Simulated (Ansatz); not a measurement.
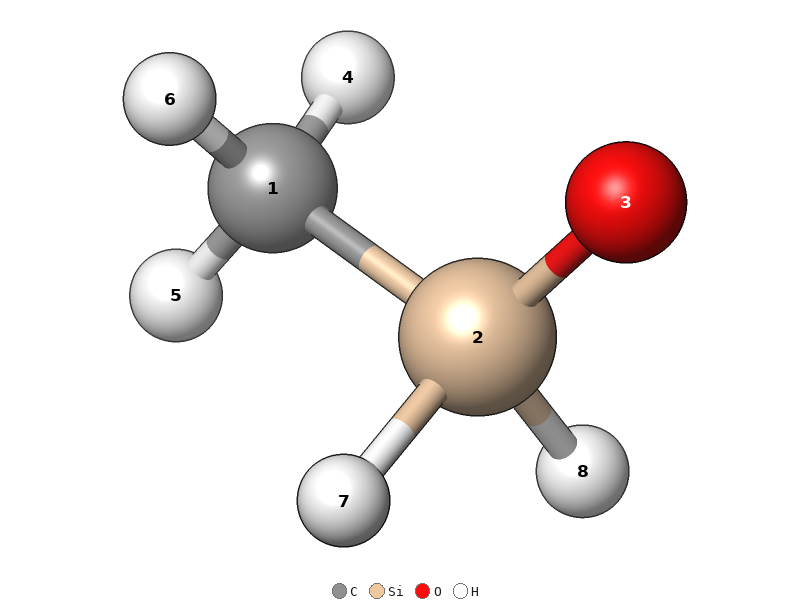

Atoms carry their numbers in the input. State: charge −1, singlet. Computed geometry: PBE0-D4/def2-TZVPD optimisation. No frequency run is at hand to confirm it as a minimum.

**Describe the coordination of atom 2.**

Si2 has 4 neighbours (C1 at 1.91, O3 at 1.56, H7 at 1.53, H8 at 1.53 Å); the arrangement is tetrahedral.

**How are the neighbours of atom 1 arranged?**

C1 has 4 neighbours (Si2 at 1.91, H4 at 1.10, H5 at 1.10, H6 at 1.10 Å); the arrangement is tetrahedral.
